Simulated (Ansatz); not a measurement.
# AlFH2Se: rigid scan of one bond length from a Python script

How does the energy of AlFH2Se change as one bond is stretched? A script is to give a rigid scan of one bond length; the system is AlFH2Se.

Program: Ansatz 0.2.0 through its Python package. Level of theory: PBE0/def2-SVP. These are calculated values, not measurements.

## 1. Starting point

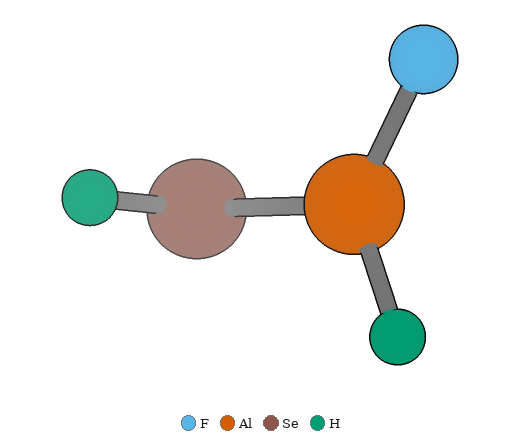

The structure that the script starts from, seen from a chosen angle (fluorine blue, aluminium orange, selenium brown, hydrogen teal).

No structure file is read: the coordinates are typed or built in the script.

## 2. The code

scan_alfh2se.py

```python
"""Potential curve of AlFH2Se along one bond."""

import logging
import sys
import warnings

import ansatz
import numpy as np

logging.basicConfig(stream=sys.stdout, format="%(levelname)s:%(name)s:%(message)s")
log = logging.getLogger("ansatz_job")
log.setLevel(logging.INFO)

GEOMETRY = """
F    -1.55980   -0.40480    1.44110
Al   -0.21640   -0.59450    0.31400
Se    1.28600    1.21730   -0.09780
H     0.07670   -1.98540   -0.41810
H     0.46340    1.69380   -1.28060
"""

warnings.simplefilter("ignore", ansatz.DeckWarning)

molecule = ansatz.Crystal.molecule()
for line in GEOMETRY.strip().splitlines():
    symbol, *xyz = line.split()
    molecule = molecule.atom(symbol, [float(v) for v in xyz])

symbols = [site.symbol for site in molecule.cartesian_sites]
start = np.array([site.position_ang for site in molecule.cartesian_sites])
axis = (start[3] - start[1]) / np.linalg.norm(start[3] - start[1])
moving = [3]
lengths, energies = [1.36, 1.47, 1.6, 1.76, 2.0, 2.4, 2.88, 3.52], []
for length in lengths:
    xyz = start.copy()
    xyz[moving] += (length - np.linalg.norm(start[3] - start[1])) * axis
    point = ansatz.Crystal.molecule()
    for symbol, xyz in zip(symbols, xyz):
        point = point.atom(symbol, xyz.tolist())
    calculation = point.calculation()
    calculation = calculation.basis(gaussian="def2-SVP")
    calculation = calculation.functional("pbe0")
    report = calculation.run(threads=1, pin="off").report
    energies.append(report["free_energy_ev"])
    log.info(f"r = {length:6.3f} A  E = {energies[-1]:.5f} eV  <S^2> = {abs(report['mean_field']['state']['spin_squared']):.3f}")

print("energy above the lowest point (eV):", [round(e - min(energies), 3) for e in energies])
```

## 3. What the engine is handed

The engine receives this input (first run):

```yaml
crystal:
  periodic: [false, false, false]
  atoms:
    - { symbol: F, position_ang: [-1.5598, -0.4048, 1.4411] }
    - { symbol: Al, position_ang: [-0.2164, -0.5945, 0.314] }
    - { symbol: Se, position_ang: [1.286, 1.2173, -0.0978] }
    - { symbol: H, position_ang: [0.032906416677406736, -1.7775784543043502, -0.30871316154735406] }
    - { symbol: H, position_ang: [0.4634, 1.6938, -1.2806] }
basis:
  gaussian:
    orbitals: def2-SVP
hamiltonian:
  xc: pbe0
```

## 4. The run

Command:

```console
$ python scan_alfh2se.py
```

Without the output at hand: what should come out? Wanted: range of energy; lowest point, distance.

**Answer**, as computed:

| quantity | value |
| --- | --- |
| runs compared | 8 |
| range of energy | 4.225 eV |
| lowest point, distance (Å) | 1.60 |

**Reading.** The curve has its lowest point inside the range, at 1.60. The ends stand 0.426 and 4.23 eV above it. The distance scanned is the script's pair 1, 3. Caveats:
- The rest of the molecule is held rigid at a force-field or estimated start geometry, and the basis set is modest; single-reference methods fail as a bond breaks.
- The orbitals are restricted, so S² is zero by construction.
- Toward dissociation an unrestricted state lies under the restricted one, by 1 to 2 eV or more.
